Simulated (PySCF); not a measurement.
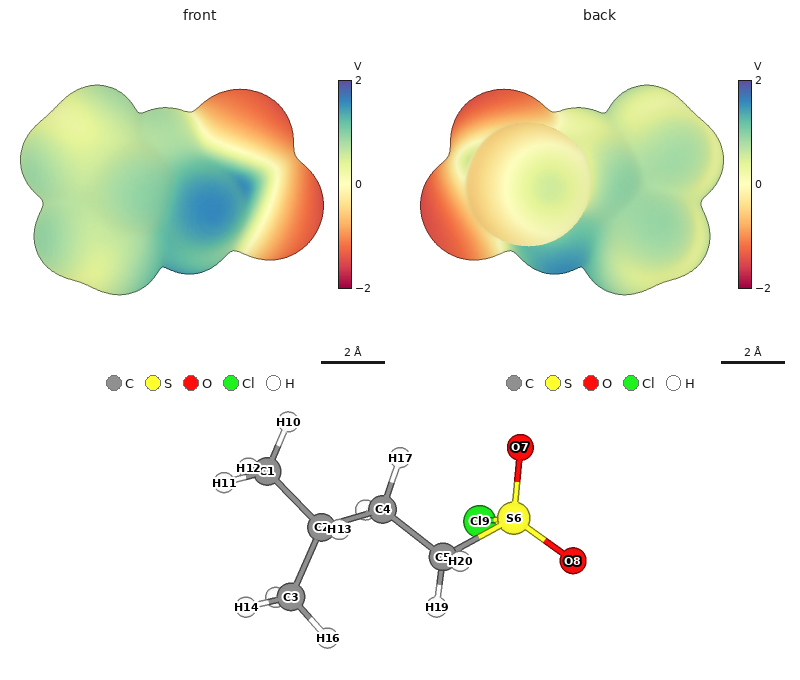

Figure. C5H11ClO2S (SMILES CC(C)CCS(=O)(=O)Cl). The molecular electrostatic potential painted on the density surface at 0.002 e/bohr³, seen from the front and from behind; the colour scale runs from red (negative) to blue (positive). The bare structure is drawn below in the same view.

Geometry: GFN2-xTB.

Method: PBE0/pcSseg-1, SCF density, gas phase, non-relativistic (PySCF 2.14.0).

```yaml
atoms:
  - { symbol: C, position_ang: [-1.9947, 0.3876, 1.2522] }
  - { symbol: C, position_ang: [-1.1329, -0.3162, 0.2070] }
  - { symbol: C, position_ang: [-1.6779, -0.0501, -1.1938] }
  - { symbol: C, position_ang: [0.3205, 0.1645, 0.3394] }
  - { symbol: C, position_ang: [1.2941, -0.5883, -0.5332] }
  - { symbol: S, position_ang: [2.9487, -0.1186, 0.0000] }
  - { symbol: O, position_ang: [3.0682, -0.1892, 1.4196] }
  - { symbol: O, position_ang: [3.9430, -0.7511, -0.8051] }
  - { symbol: Cl, position_ang: [2.9773, 1.8593, -0.4917] }
  - { symbol: H, position_ang: [-1.6264, 0.1848, 2.2547] }
  - { symbol: H, position_ang: [-3.0240, 0.0437, 1.1902] }
  - { symbol: H, position_ang: [-1.9815, 1.4629, 1.0909] }
  - { symbol: H, position_ang: [-1.1638, -1.3944, 0.3983] }
  - { symbol: H, position_ang: [-2.7252, -0.3369, -1.2483] }
  - { symbol: H, position_ang: [-1.6012, 1.0076, -1.4351] }
  - { symbol: H, position_ang: [-1.1346, -0.6184, -1.9442] }
  - { symbol: H, position_ang: [0.6458, 0.0413, 1.3747] }
  - { symbol: H, position_ang: [0.3663, 1.2282, 0.0973] }
  - { symbol: H, position_ang: [1.2441, -0.3417, -1.5878] }
  - { symbol: H, position_ang: [1.2490, -1.6645, -0.3882] }
```

**Describe the electrostatic potential map.**

The most negative region (about −1.4 V) lies over O7 and O8, the most positive (about +1.6 V) over S6, H19 and H20. Cl9 shows a σ-hole: about +0.5 V at the tip opposite its bond, against about −0.1 V on its flanks.
